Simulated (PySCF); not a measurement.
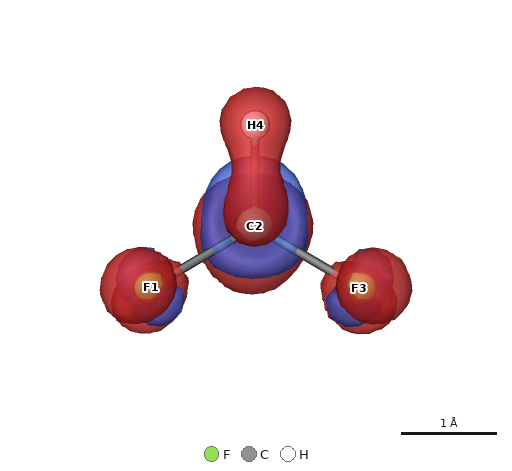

Figure. CHF2, doublet, SMILES `F[CH]F`. Fukui function f⁻ = ρ(N) − ρ(N−1) at fixed geometry, surfaces at ±0.1 e/Å³ (red positive, blue negative).

Level of theory: ωB97X/cc-pVDZ (PySCF), at a geometry from GFN2-xTB. No frequency check shows the geometry to be a minimum. GFN2-xTB doesn't know the spin state, so this open-shell geometry is rough.

On which atoms does the density change most on removal of an electron?

f⁻ (Hirshfeld-condensed) is largest on C2 (0.42); the vertical ionisation energy is 9.68 eV (to the singlet cation, which needn't be its lowest state). Condensed values hint at sites of electrophilic attack but needn't mark the atom that reacts. Orbital relaxation makes it negative in places (0.13 e in all).

```
atom     f⁻  charge
  F1  +0.21   −0.07
  C2  +0.42   +0.09
  F3  +0.21   −0.07
  H4  +0.15   +0.06
```
